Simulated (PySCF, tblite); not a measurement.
# C₅H₉ClSSi: geometry, infrared bands and NMR shifts

What infrared bands and NMR shifts should C₅H₉ClSSi (`C=C(Cl)[C@@H]1C[C@H]1S[SiH3]`) show?

The runs use tblite 0.8.0 and PySCF 2.14.0, with density-fitted response routines of our own; the level of theory stands in each step. All values are computed, except where a source is named. Atoms are numbered from 0 throughout.

**1. The molecule as given**

17 atoms, charge 0, multiplicity 1; geometry from: force field or distance geometry start.

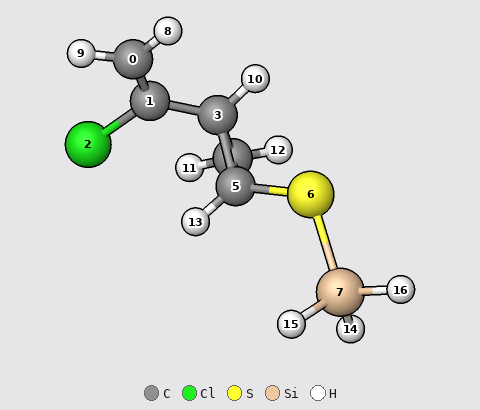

As it starts; carbon grey, chlorine green, sulfur yellow, silicon light orange, hydrogen white, atoms numbered.

**2. Relaxing the molecule with GFN2-xTB**

Job settings and geometry (Å):

```
{"job": {"kind": "relax", "xc": "GFN2-xTB", "basis": "xTB"}, "charge": 0, "multiplicity": 1}
C     -2.719800     1.612500     0.064300
C     -2.136900     0.458200     0.310200
Cl    -2.632100    -0.442000     1.747100
C     -1.069900    -0.132100    -0.521200
C     -0.557800    -1.527800    -0.252700
C      0.224100    -0.347700     0.256400
S      1.640100     0.298900    -0.625600
Si     3.508500     0.059400     0.377200
H     -2.468300     2.224800    -0.791400
H     -3.494000     1.933000     0.758600
H     -0.973200     0.202600    -1.568900
H     -1.208200    -2.108200     0.443000
H     -0.159100    -2.116800    -1.101400
H      0.189100    -0.273200     1.373500
H      3.851600    -1.337600     0.620600
H      3.464900     0.814100     1.646600
H      4.534000     0.694100    -0.459600
```

Run with:

```sh
$ OMP_NUM_THREADS=1 python probes_run.py task.json out
```

The driver reads the jobs from task.json and runs them one after another.

Log:

```text
step      E/eV     max force
  0    -674.48129    1.260
  1    -674.58109    0.702
  2    -674.64456    0.821
  3    -674.67229    0.553
  4    -674.70237    0.395
  5    -674.72719    0.440
  6    -674.74793    0.439
  7    -674.76596    0.308
  8    -674.77786    0.274
  9    -674.78740    0.272
 10    -674.79680    0.321
 11    -674.80676    0.295
 12    -674.81593    0.216
 13    -674.82329    0.203
 14    -674.82921    0.207
 15    -674.83428    0.161
 16    -674.83858    0.174
 17    -674.84223    0.168
 18    -674.84546    0.127
 19    -674.84883    0.132
 20    -674.85270    0.187
 21    -674.85691    0.259
 22    -674.86083    0.225
 23    -674.86403    0.128
 24    -674.86675    0.131
 25    -674.86968    0.177
 26    -674.87299    0.223
 27    -674.87590    0.162
 28    -674.87799    0.093
 29    -674.87964    0.100
 30    -674.88129    0.130
 31    -674.88299    0.135
 32    -674.88452    0.104
 33    -674.88583    0.082
 34    -674.88716    0.100
 35    -674.88868    0.137
 36    -674.89031    0.123
 37    -674.89198    0.115
 38    -674.89365    0.104
 39    -674.89531    0.100
 40    -674.89694    0.100
 41    -674.89847    0.114
 42    -674.89985    0.113
 43    -674.90123    0.100
 44    -674.90254    0.100
 45    -674.90359    0.073
 46    -674.90440    0.091
 47    -674.90518    0.107
 48    -674.90612    0.089
 49    -674.90720    0.105
 50    -674.90811    0.080
 51    -674.90871    0.058
 52    -674.90920    0.062
 53    -674.90971    0.090
 54    -674.91020    0.088
 55    -674.91060    0.053
 56    -674.91091    0.052
 57    -674.91126    0.050
 58    -674.91170    0.083
 59    -674.91214    0.091
 60    -674.91248    0.053
 61    -674.91278    0.044
 62    -674.91316    0.071
 63    -674.91380    0.085
 64    -674.91458    0.098
 65    -674.91529    0.069
 66    -674.91581    0.053
 67    -674.91629    0.080
 68    -674.91682    0.081
 69    -674.91738    0.064
 70    -674.91782    0.052
 71    -674.91821    0.053
 72    -674.91874    0.070
 73    -674.91956    0.080
 74    -674.92042    0.065
 75    -674.92102    0.047
 76    -674.92139    0.051
 77    -674.92178    0.045
 78    -674.92220    0.044
 79    -674.92259    0.045
 80    -674.92283    0.044
 81    -674.92310    0.040
 82    -674.92345    0.055
 83    -674.92386    0.054
 84    -674.92421    0.054
 85    -674.92448    0.040
 86    -674.92474    0.043
 87    -674.92511    0.064
 88    -674.92562    0.078
 89    -674.92611    0.061
 90    -674.92640    0.030
 91    -674.92655    0.023
 92    -674.92665    0.029
 93    -674.92675    0.036
 94    -674.92684    0.036
 95    -674.92692    0.023
 96    -674.92697    0.017
 97    -674.92700    0.016
 98    -674.92707    0.018
 99    -674.92712    0.018
100    -674.92718    0.017
101    -674.92722    0.017
102    -674.92728    0.020
103    -674.92737    0.025
104    -674.92752    0.036
105    -674.92775    0.044
106    -674.92801    0.041
107    -674.92824    0.044
108    -674.92845    0.042
109    -674.92873    0.039
110    -674.92920    0.064
111    -674.92994    0.078
112    -674.93078    0.067
113    -674.93149    0.062
114    -674.93227    0.067
115    -674.93329    0.082
116    -674.93438    0.124
117    -674.93561    0.103
118    -674.93707    0.106
119    -674.93870    0.096
120    -674.93937    0.064
121    -674.94022    0.048
122    -674.94070    0.048
123    -674.94085    0.057
124    -674.94109    0.036
125    -674.94121    0.026
126    -674.94135    0.020
127    -674.94146    0.028
128    -674.94161    0.032
129    -674.94177    0.029
130    -674.94195    0.033
131    -674.94214    0.033
132    -674.94235    0.036
133    -674.94255    0.038
134    -674.94274    0.029
135    -674.94288    0.022
136    -674.94297    0.014
137    -674.94302    0.013
138    -674.94305    0.021
139    -674.94308    0.016
140    -674.94312    0.014
141    -674.94315    0.014
142    -674.94317    0.013
143    -674.94320    0.011
144    -674.94322    0.011
145    -674.94325    0.014
146    -674.94328    0.019
147    -674.94331    0.024
148    -674.94337    0.028
149    -674.94345    0.028
150    -674.94356    0.027
151    -674.94370    0.030
152    -674.94386    0.031
153    -674.94405    0.034
154    -674.94429    0.036
155    -674.94454    0.038
156    -674.94475    0.036
157    -674.94493    0.032
158    -674.94505    0.032
159    -674.94525    0.041
160    -674.94547    0.035
161    -674.94575    0.028
162    -674.94582    0.021
163    -674.94590    0.030
164    -674.94593    0.013
165    -674.94597    0.010
166    -674.94599    0.009
```

Wall time 2.6 s (1 thread of Arm Neoverse N1, shared host); peak memory 0.18 GiB.

The steps of the relaxation: (not every step is listed)

```tsv
step	energy from step 0 (eV)	largest force (eV/Å)
0	0.0000	1.2602
1	-0.0998	0.7024
2	-0.1633	0.8214
3	-0.1910	0.5533
4	-0.2211	0.3954
5	-0.2459	0.4403
6	-0.2666	0.4390
7	-0.2847	0.3076
8	-0.2966	0.2740
23	-0.3827	0.1278
38	-0.4124	0.1039
53	-0.4284	0.0896
68	-0.4355	0.0814
83	-0.4426	0.0536
98	-0.4458	0.0182
113	-0.4502	0.0621
128	-0.4603	0.0318
143	-0.4619	0.0108
158	-0.4638	0.0318
161	-0.4645	0.0283
162	-0.4645	0.0211
163	-0.4646	0.0297
164	-0.4646	0.0132
165	-0.4647	0.0100
166	-0.4647	0.0094
```

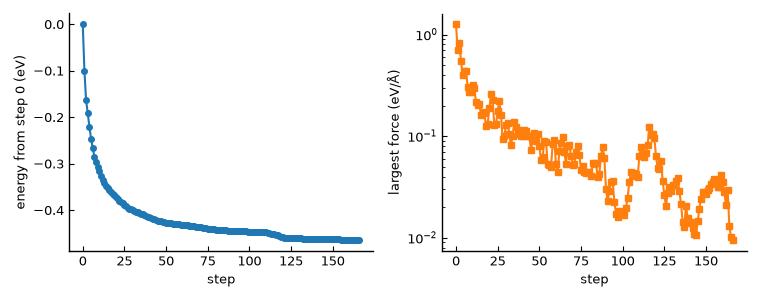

Energy and largest force along the relaxation.

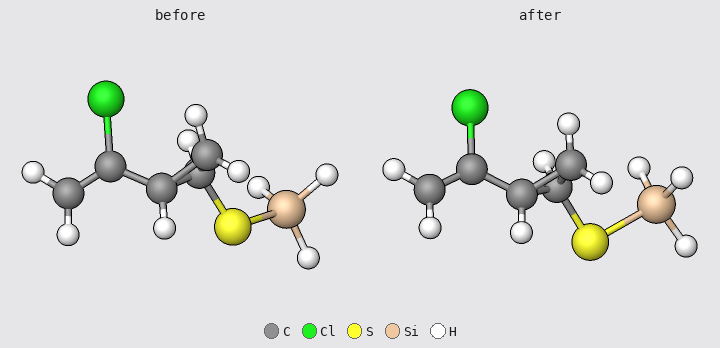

Before and after, at one scale.

Distances of close pairs at the start and the end, largest changes first:

```tsv
bond	before (Å)	after (Å)	change (Å)
C5–H13	1.120	1.081	-0.039
C4–H11	1.115	1.080	-0.035
C1–Cl2	1.766	1.737	-0.030
C4–H12	1.107	1.079	-0.028
C3–H10	1.104	1.083	-0.022
Si7–H15	1.477	1.458	-0.019
C3–C5	1.525	1.507	-0.018
Si7–H16	1.468	1.450	-0.018
```

The next job starts from the end point, and lists it.

**3. Infrared spectrum with GFN2-xTB**

Job settings and geometry (Å):

```
{"job": {"kind": "ir", "xc": "GFN2-xTB", "basis": "xTB"}, "charge": 0, "multiplicity": 1}
C     -3.151874     1.218386    -0.128587
C     -2.142528     0.524202     0.373383
Cl    -2.200537     0.001420     2.028345
C     -0.929256     0.144513    -0.365918
C     -0.206402    -1.148593    -0.087243
C      0.415926     0.145189     0.313503
S      1.818402     0.791298    -0.608953
Si     3.379330    -0.364856     0.302004
H     -3.130778     1.550762    -1.150691
H     -4.017369     1.473530     0.455100
H     -0.940007     0.480394    -1.395025
H     -0.591652    -1.788951     0.692178
H      0.206811    -1.671696    -0.936113
H      0.451919     0.404614     1.362417
H      3.085307    -1.774737     0.069897
H      3.372052    -0.071582     1.730444
H      4.573658     0.098137    -0.378132
```

Log:

```text
mode    cm-1     km/mol
  1      30.8      2.50
  2      51.1      1.46
  3      88.0      1.58
  4      94.0      0.33
  5     132.1      1.01
  6     185.6      0.54
  7     238.6      0.87
  8     344.2      1.46
  9     358.8      3.94
 10     460.4      3.20
 11     513.3     52.58
 12     531.4      8.28
 13     537.6     50.09
 14     564.9     30.30
 15     619.2      1.45
 16     672.7      2.39
 17     712.2     20.30
 18     736.8    148.39
 19     764.4    467.66
 20     790.0    213.09
 21     848.7      7.51
 22     865.9     29.70
 23     911.2      1.67
 24     951.7      3.52
 25     983.1      3.55
 26    1014.9     15.70
 27    1061.1      1.73
 28    1068.2      9.65
 29    1073.4      3.20
 30    1181.0     44.00
 31    1207.6     11.52
 32    1237.9      6.43
 33    1351.7     14.17
 34    1396.7      3.23
 35    1445.0      8.66
 36    1680.3     65.06
 37    2297.3    290.88
 38    2312.5    127.26
 39    2382.4    223.93
 40    3046.5      7.97
 41    3061.1      6.94
 42    3084.2      7.30
 43    3103.4     24.49
 44    3122.6      0.65
 45    3156.2     17.47
```

Run time: 1.4 s. Hardware: 1 thread of Arm Neoverse N1, shared host; peak memory 0.18 GiB.

The strongest bands and the atoms that carry them (share of the mass-weighted mode):

```tsv
cm⁻¹	km/mol	atoms
513	52.6	S6 34 %, Si7 31 %, H16 20 %
737	148.4	H16 59 %, H15 20 %, H14 17 %
764	467.7	H16 36 %, H14 27 %, H15 26 %
790	213.1	H14 48 %, H15 47 %
1680	65.1	C1 53 %, C0 41 %
2297	290.9	H14 63 %, H15 33 %
2312	127.3	H15 64 %, H14 34 %
2382	223.9	H16 97 %
```

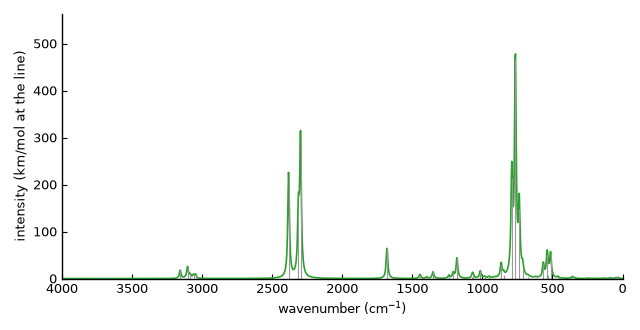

The infrared spectrum from these modes, unscaled. Lines are broadened to a width of 14 cm⁻¹ (Lorentzian).

**4. NMR shieldings: PBE0/pcSseg-1**

The job, as its differences from that of step 3:

```diff
@@ -1,2 +1,2 @@
-{"job": {"kind": "ir", "xc": "GFN2-xTB", "basis": "xTB"}, "charge": 0, "multiplicity": 1}
+{"job": {"kind": "nmr", "xc": "PBE0", "basis": "pcSseg-1"}, "charge": 0, "multiplicity": 1}
 C     -3.151874     1.218386    -0.128587
```

Level: GIAO PBE0/pcSseg-1 NMR shielding, non-relativistic, gas phase.

Log:

```text
coarse grid: 15888 points
cycle   1  E = -1342.9861656882  dE =  1.058e+00  |g| = 3.739e-01  |ddm| = 3.925e+00
cycle   2  E = -1342.9739716813  dE =  1.219e-02  |g| = 4.521e-01  |ddm| = 7.815e-01
cycle   3  E = -1343.0217455433  dE = -4.777e-02  |g| = 9.715e-02  |ddm| = 4.459e-01
cycle   4  E = -1343.0239631102  dE = -2.218e-03  |g| = 3.514e-02  |ddm| = 1.311e-01
cycle   5  E = -1343.0242598200  dE = -2.967e-04  |g| = 8.347e-03  |ddm| = 4.744e-02
cycle   6  E = -1343.0242773736  dE = -1.755e-05  |g| = 2.284e-03  |ddm| = 1.378e-02
cycle   7  E = -1343.0242784217  dE = -1.048e-06  |g| = 6.889e-04  |ddm| = 2.898e-03
final grid: 139808 points
cycle   8  E = -1343.0734698773  dE = -4.460e-05  |g| = 7.896e-03  |ddm| = 3.706e-02
cycle   9  E = -1343.0734608788  dE =  8.999e-06  |g| = 9.636e-03  |ddm| = 1.886e-02
cycle  10  E = -1343.0734841887  dE = -2.331e-05  |g| = 1.609e-03  |ddm| = 1.219e-02
cycle  11  E = -1343.0734847557  dE = -5.670e-07  |g| = 4.643e-04  |ddm| = 2.057e-03
cycle  12  E = -1343.0734848090  dE = -5.327e-08  |g| = 8.949e-05  |ddm| = 4.699e-04
cycle  13  E = -1343.0734848108  dE = -1.880e-09  |g| = 2.762e-05  |ddm| = 1.315e-04
cycle  14  E = -1343.0734848110  dE = -1.846e-10  |g| = 8.496e-06  |ddm| = 4.008e-05
converged SCF energy = -1343.0734848110

GIAO shielding tensors (ppm)
atom      isotropic    diamagn.    paramagn.     s11        s22        s33       span
  0 C       68.665     250.292    -181.627    -38.299     98.123    146.171    184.470
  1 C       32.242     253.676    -221.434    -80.148     73.309    103.565    183.714
  2 Cl     746.062    1147.412    -401.350    532.230    705.691   1000.266    468.036
  3 C      155.372     250.982     -95.610    114.208    140.877    211.030     96.822
  4 C      166.576     252.811     -86.235    132.207    166.632    200.888     68.681
  5 C      163.545     253.958     -90.413    132.955    151.353    206.326     73.371
  6 S      644.245    1058.145    -413.900    466.224    556.540    909.971    443.747
  7 Si     406.064     879.561    -473.497    361.438    400.760    455.994     94.557
  8 H       25.985      30.674      -4.689     22.265     24.278     31.414      9.149
  9 H       26.155      28.451      -2.296     22.513     23.641     32.311      9.798
 10 H       29.882      33.747      -3.865     22.496     30.327     36.822     14.327
 11 H       30.285      31.853      -1.568     23.690     29.110     38.055     14.365
 12 H       30.986      32.352      -1.367     25.912     27.892     39.153     13.240
 13 H       29.608      32.933      -3.324     20.596     30.031     38.198     17.603
 14 H       27.095      29.080      -1.985     22.763     26.181     32.340      9.577
 15 H       27.113      28.774      -1.661     23.161     25.336     32.842      9.681
 16 H       27.272      28.372      -1.100     23.552     24.505     33.759     10.207
```

Run time: 83 s. Hardware: 1 thread of Arm Neoverse N1, shared host; peak memory 0.92 GiB.

The references, computed at this level on geometries of the same kind, shield at (ppm): ¹H TMS 31.72, ¹³C TMS 186.9, ²⁹Si TMS 349.2, ³³S CS2 504, ³⁵Cl HCl 950. Their shielding less the atom's gives the shift. The references are single molecules in the gas phase. Atoms listed in one row are averaged.

```tsv
atoms	environment	σ (ppm)	δ (ppm)	δ scaled to CDCl3
C1	fully substituted alkene carbon	32.2	154.7	149.1
C0	terminal =CH2 carbon	68.7	118.3	113.5
C3	three-membered-ring carbon	155.4	31.6	28.9
C5	three-membered-ring carbon	163.5	23.4	16.5
C4	three-membered-ring carbon	166.6	20.3	17.9
H8	hydrogen on a terminal =CH2 carbon	25.99	5.73	5.51
H9	hydrogen on a terminal =CH2 carbon	26.15	5.56	5.35
H14, H15, H16	hydrogen on a silicon bonded to S	27.16	4.56	–
H13	hydrogen on a three-membered-ring carbon	29.61	2.11	2.09
H10	hydrogen on a three-membered-ring carbon	29.88	1.84	1.84
H11	hydrogen on a three-membered-ring carbon	30.28	1.43	1.46
H12	hydrogen on a three-membered-ring carbon	30.99	0.73	0.79
Cl2	chlorine bonded to C	746	204	–
S6	sulfur bonded to C, Si	644	-141	–
Si7	silicon bonded to S, 3 H	406.1	-56.9	–
```

The scaled column applies a straight-line fit of computed shieldings to shifts measured in CDCl3, with any fitted terms for Cl, Br or S neighbours (root-mean-square error 0.16 ppm for H, 1.9 ppm for C).

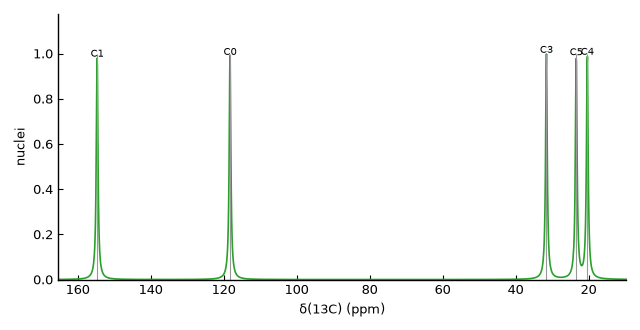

¹³C lines at the computed shifts, without couplings. Lines are broadened to a width of 0.54 ppm (Lorentzian).

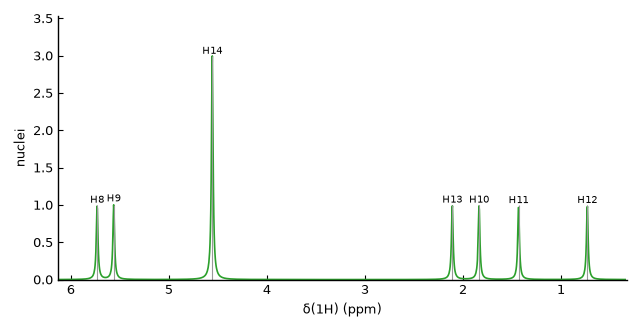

¹H lines at the computed shifts, without couplings. Lines are broadened to a width of 0.02 ppm (Lorentzian).

Charges from the same density, by scheme (e):

```tsv
atoms	Mulliken	IAO	Hirshfeld	ESP fit
C0	-0.02	-0.34	-0.12	-0.44
C1	-0.21	0.01	0.03	-0.01
Cl2	-0.10	-0.05	0.00	-0.07
C3	-0.16	-0.13	-0.05	0.06
C4	-0.09	-0.29	-0.09	-0.40
C5	-0.34	-0.23	-0.05	-0.03
S6	-0.21	-0.17	-0.09	-0.31
Si7	0.49	0.55	0.30	0.34
```

ESP fit charges:

C0 -0.44; C1 -0.01; Cl2 -0.07; C3 0.06; C4 -0.40; C5 -0.03; S6 -0.31; Si7 0.34; H8 0.19; H9 0.20; H10 0.14; H11 0.17; H12 0.16; H13 0.13; H14 -0.06; H15 -0.07; H16 -0.03

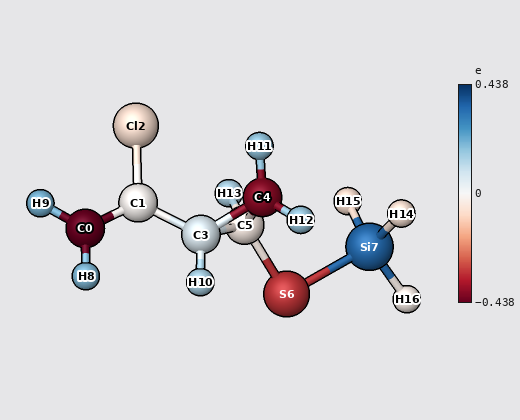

ESP fit charges, as colours on the atoms.

Mayer bond orders: C0–C1 1.92, C1–Cl2 1.06, C1–C3 1.00, C3–C4 0.93, C4–C5 0.90, C5–S6 1.03, S6–Si7 0.94, C5–C3 0.89.

Ring of atoms C3, C4, C5: NICS(0) -43.7, NICS(1) -9.0, NICS(1)zz -24.6 ppm (means of both faces).

The two faces differ (NICS(1)zz -20.6 and -28.6 ppm).

In rings of three or four atoms NICS is ruled by the nearby σ bonds, so it says little on aromaticity.

Orbitals, density, ELF and potential are computed afterwards from the orbital file.

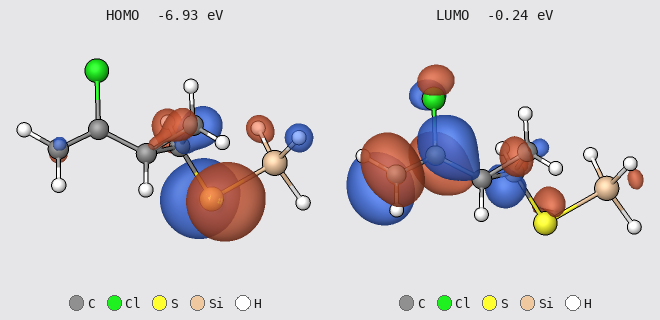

PBE0/pcSseg-1 orbitals near the gap, drawn at the value that encloses 70 % of each; the two colours are the two signs.

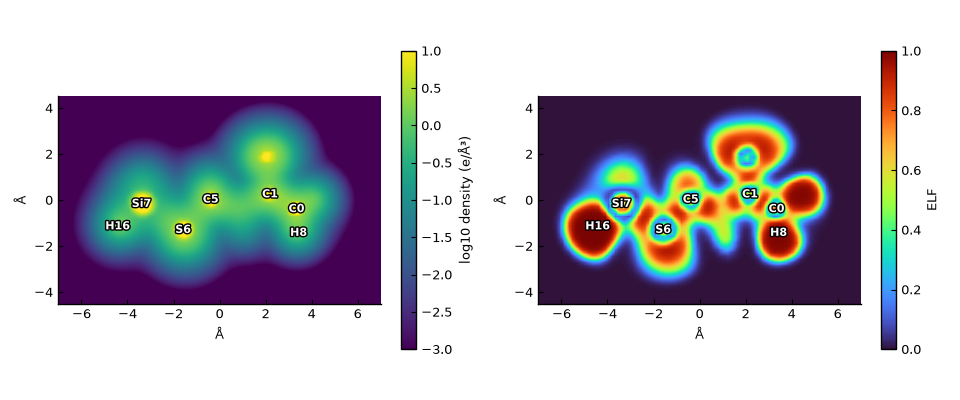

Density (left) and ELF (right) in a plane through or near 7 of the atoms.

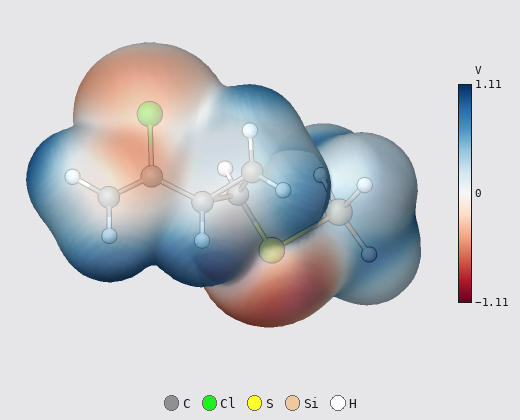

Electrostatic potential on the surface of density 0.002 e/bohr³; red is low, blue high. It runs from -0.92 V near S6 to 1.11 V near H16.

**5. What came out**

| quantity | value |
| --- | --- |
| strongest single infrared mode (GFN2-xTB) | 764 cm⁻¹, 468 km/mol |
| zero-point energy (GFN2-xTB) | 74.7 kcal/mol |
| ¹³C shifts against TMS (PBE0/pcSseg-1) | 154.7, 118.3, 31.6, 23.4, 20.3 ppm |
| ¹H shifts against TMS (PBE0/pcSseg-1, means over atoms taken as alike) | 5.73, 5.56, 4.56, 2.11, 1.84, 1.43, 0.73 ppm |
| ³⁵Cl shifts against HCl (PBE0/pcSseg-1) | 204 ppm |
| ³³S shifts against CS2 (PBE0/pcSseg-1) | -141 ppm |
| ²⁹Si shifts against TMS (PBE0/pcSseg-1) | -56.9 ppm |
| surface potential, least and greatest | -0.92 V and 1.11 V |

What this shows: Over 166 steps the energy fell by 0.465 eV; of the close pairs, C5–H13 changed most, 1.120 to 1.081 Å. All 45 modes are real, so the xTB geometry is a minimum. The strongest single mode, at 764 cm⁻¹, has its largest shares on H16, H14 and H15 (the list is cut at 3 atoms). GFN2-xTB is a fitted tight-binding method: band positions and strengths are rough. Its intensities can rank the bands wrongly. C1 (fully substituted alkene carbon) lies farthest downfield among carbon, at 154.7 ppm; the olefinic region. At PBE0/pcSseg-1: The widest tensor belongs to Cl2: span 468 ppm, with a paramagnetic part of -401 ppm.
